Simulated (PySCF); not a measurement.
## What a change does: NMR shielding calculation on C5H10OSi2

System: C5H10OSi2.
Method of the first run: GIAO PBE0/pcSseg-1 NMR shielding, non-relativistic, gas phase (PySCF 2.14.0).

The geometry comes from this level: PBE0-D3(BJ)/def2-SVP. Text and figures count atoms from 1; the logs count them from 0 in places.

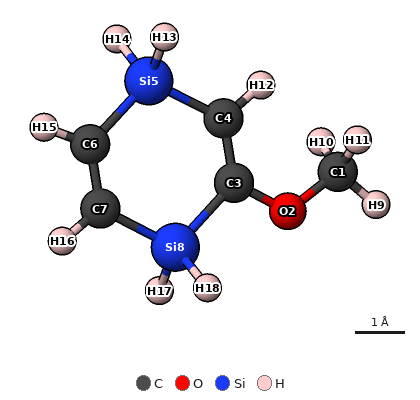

Figure 1. The input geometry (ball-and-stick view, seen at a tilt; atoms are numbered from 1 in the order of the input).

**Input file, the first run**
```
{"job": {"kind": "nmr", "xc": "PBE0", "basis": "pcSseg-1"}, "charge": 0, "multiplicity": 1}
C     -3.082405    -0.243713    -0.205143
O     -2.027989     0.680707    -0.145754
C     -0.757940     0.222349    -0.110458
C     -0.394072    -1.079657    -0.121557
Si     1.362880    -1.677836    -0.077153
C      2.561303    -0.238103    -0.020233
C      2.205769     1.059946    -0.005865
Si     0.443154     1.683282    -0.042152
H     -4.011493     0.339366    -0.227580
H     -3.021590    -0.867201    -1.114118
H     -3.089548    -0.905875     0.678189
H     -1.174382    -1.850596    -0.161990
H      1.595681    -2.558626     1.113732
H      1.665850    -2.523682    -1.277395
H      3.634150    -0.481435     0.004670
H      3.001927     1.818746     0.029774
H      0.216364     2.555996    -1.234795
H      0.146726     2.500339     1.174561
```

The first line tells a small driver script what to run in PySCF; the rest is the geometry in Å.

Launched with:
```bash
OMP_NUM_THREADS=1 python <driver script> task.json out
```

Hardware: 1 CPU thread, shared host.

**Output (the first run)**
```
coarse grid: 15968 points
cycle   1  E = -849.9757456163  dE =  8.427e-01  |g| = 5.476e-01  |ddm| = 3.910e+00
cycle   2  E = -849.9417858834  dE =  3.396e-02  |g| = 6.938e-01  |ddm| = 9.511e-01
cycle   3  E = -850.0392961752  dE = -9.751e-02  |g| = 8.836e-02  |ddm| = 5.697e-01
cycle   4  E = -850.0401789411  dE = -8.828e-04  |g| = 4.766e-02  |ddm| = 8.420e-02
cycle   5  E = -850.0406822678  dE = -5.033e-04  |g| = 1.235e-02  |ddm| = 5.156e-02
cycle   6  E = -850.0407144589  dE = -3.219e-05  |g| = 5.301e-03  |ddm| = 1.538e-02
cycle   7  E = -850.0407219459  dE = -7.487e-06  |g| = 5.249e-04  |ddm| = 5.432e-03
final grid: 144824 points
cycle   8  E = -850.0988681932  dE = -2.079e-05  |g| = 1.116e-02  |ddm| = 2.541e-02
cycle   9  E = -850.0988356758  dE =  3.252e-05  |g| = 1.718e-02  |ddm| = 1.893e-02
cycle  10  E = -850.0988922834  dE = -5.661e-05  |g| = 2.141e-03  |ddm| = 1.254e-02
cycle  11  E = -850.0988933847  dE = -1.101e-06  |g| = 3.799e-04  |ddm| = 2.200e-03
cycle  12  E = -850.0988934144  dE = -2.973e-08  |g| = 1.522e-04  |ddm| = 4.143e-04
cycle  13  E = -850.0988934199  dE = -5.504e-09  |g| = 2.890e-05  |ddm| = 1.367e-04
cycle  14  E = -850.0988934201  dE = -1.585e-10  |g| = 1.343e-05  |ddm| = 3.841e-05
converged SCF energy = -850.0988934201

GIAO shielding tensors (ppm)
atom      isotropic    diamagn.    paramagn.     s11        s22        s33       span
  0 C      131.753     244.814    -113.061     98.776    121.444    175.038     76.262
  1 O      179.597     399.149    -219.552     27.445    203.210    308.135    280.690
  2 C        8.343     258.383    -250.040   -102.933     20.119    107.844    210.776
  3 C       84.918     263.112    -178.194     -8.635     84.306    179.081    187.717
  4 Si     411.154     881.642    -470.488    384.281    394.809    454.372     70.091
  5 C       28.009     259.468    -231.459    -93.300      0.092    177.235    270.534
  6 C       31.742     260.715    -228.972    -86.273     12.399    169.101    255.374
  7 Si     422.173     882.286    -460.113    402.166    410.310    454.043     51.877
  8 H       27.331      27.223       0.108     23.370     25.960     32.664      9.294
  9 H       27.900      29.127      -1.227     24.667     25.572     33.462      8.794
 10 H       27.887      29.320      -1.434     24.636     25.573     33.451      8.815
 11 H       26.389      33.496      -7.107     23.492     25.755     29.920      6.428
 12 H       26.483      28.646      -2.163     23.469     24.533     31.447      7.978
 13 H       26.484      28.546      -2.061     23.460     24.547     31.445      7.985
 14 H       23.992      27.745      -3.752     22.497     23.457     26.022      3.526
 15 H       24.163      28.153      -3.989     23.053     23.168     26.270      3.217
 16 H       26.826      29.218      -2.392     23.724     25.290     31.464      7.740
 17 H       26.821      29.325      -2.504     23.736     25.263     31.464      7.728
```

The input of the second run differs as follows (lines with − go, lines with + come):
```diff
-"xc": "PBE0"
+"xc": "PBE"
+"pop": false
```

How does the second run compare with the first run?

The total energies belong to different methods, so their difference says nothing on which is more stable or more accurate. The HOMO goes from −6.92 to −5.76 eV. The LUMO goes from −0.84 to −1.77 eV. The dipole moment goes from 1.06 to 1.14 D. Of all shieldings, the largest change is that of O2, by −19.7 ppm. The functional changes from PBE0 to PBE. Exact exchange removes part of the self-interaction error of semilocal functionals, which pushes filled and empty levels apart. The SCF takes 16 iterations against 14.

**Output (the second run)**
```
coarse grid: 15968 points
cycle   1  E = -849.8272154459  dE =  7.019e-01  |g| = 7.161e-01  |ddm| = 3.990e+00
cycle   2  E = -849.6040600074  dE =  2.232e-01  |g| = 1.212e+00  |ddm| = 1.820e+00
cycle   3  E = -849.9414829530  dE = -3.374e-01  |g| = 1.775e-01  |ddm| = 1.320e+00
cycle   4  E = -849.9450709885  dE = -3.588e-03  |g| = 1.090e-01  |ddm| = 1.967e-01
cycle   5  E = -849.9477290361  dE = -2.658e-03  |g| = 2.947e-02  |ddm| = 1.234e-01
cycle   6  E = -849.9479173324  dE = -1.883e-04  |g| = 1.447e-02  |ddm| = 3.946e-02
cycle   7  E = -849.9479744494  dE = -5.712e-05  |g| = 3.193e-03  |ddm| = 1.613e-02
cycle   8  E = -849.9479768447  dE = -2.395e-06  |g| = 1.299e-03  |ddm| = 3.491e-03
final grid: 144824 points
cycle   9  E = -850.0264006758  dE =  9.600e-06  |g| = 2.035e-02  |ddm| = 3.631e-02
cycle  10  E = -850.0260614884  dE =  3.392e-04  |g| = 4.520e-02  |ddm| = 4.633e-02
cycle  11  E = -850.0264684741  dE = -4.070e-04  |g| = 8.065e-03  |ddm| = 3.746e-02
cycle  12  E = -850.0264861809  dE = -1.771e-05  |g| = 1.321e-03  |ddm| = 8.477e-03
cycle  13  E = -850.0264865544  dE = -3.735e-07  |g| = 4.672e-04  |ddm| = 1.366e-03
cycle  14  E = -850.0264866078  dE = -5.340e-08  |g| = 5.957e-05  |ddm| = 4.451e-04
cycle  15  E = -850.0264866084  dE = -5.787e-10  |g| = 3.559e-05  |ddm| = 9.231e-05
cycle  16  E = -850.0264866087  dE = -3.120e-10  |g| = 1.195e-05  |ddm| = 3.713e-05
converged SCF energy = -850.0264866087

GIAO shielding tensors (ppm)
atom      isotropic    diamagn.    paramagn.     s11        s22        s33       span
  0 C      126.543     245.119    -118.576     91.618    116.561    171.451     79.833
  1 O      159.931     398.628    -238.698      4.599    181.740    293.453    288.854
  2 C        7.929     258.295    -250.366    -93.963     18.053     99.697    193.661
  3 C       83.452     262.023    -178.570     -3.913     79.951    174.318    178.231
  4 Si     396.691     883.038    -486.347    367.063    379.387    443.622     76.559
  5 C       25.913     258.303    -232.390    -88.145     -5.455    171.340    259.485
  6 C       29.245     259.516    -230.271    -80.791      6.840    161.687    242.478
  7 Si     409.855     883.621    -473.767    388.228    398.331    443.005     54.776
  8 H       27.243      27.203       0.040     23.562     25.966     32.201      8.640
  9 H       27.727      29.194      -1.467     24.634     25.353     33.194      8.560
 10 H       27.712      29.406      -1.694     24.598     25.356     33.183      8.584
 11 H       26.345      33.454      -7.109     23.641     25.692     29.702      6.061
 12 H       26.255      28.767      -2.511     23.304     24.387     31.074      7.770
 13 H       26.257      28.657      -2.400     23.296     24.401     31.073      7.777
 14 H       23.910      27.685      -3.775     22.409     23.560     25.760      3.351
 15 H       24.056      28.069      -4.014     22.990     23.171     26.006      3.016
 16 H       26.658      29.364      -2.705     23.667     25.151     31.157      7.490
 17 H       26.653      29.479      -2.826     23.678     25.124     31.157      7.479
```

**The two runs side by side**

```csv
quantity,the first run,the second run
outcome,converged,converged
total energy (hartree),−850.098893,−850.026487
HOMO (eV),−6.92,−5.76
LUMO (eV),−0.84,−1.77
dipole moment (D),1.06,1.14
shielding of C1 (ppm),131.8,126.5
shielding of O2 (ppm),179.6,159.9
shielding of C4 (ppm),84.9,83.5
shielding of Si5 (ppm),411.2,396.7
shielding of C6 (ppm),28.0,25.9
shielding of C7 (ppm),31.7,29.2
shielding of Si8 (ppm),422.2,409.9
SCF iterations,14,16
basis functions,200,200
wall time (shared host),37 s,38 s
```
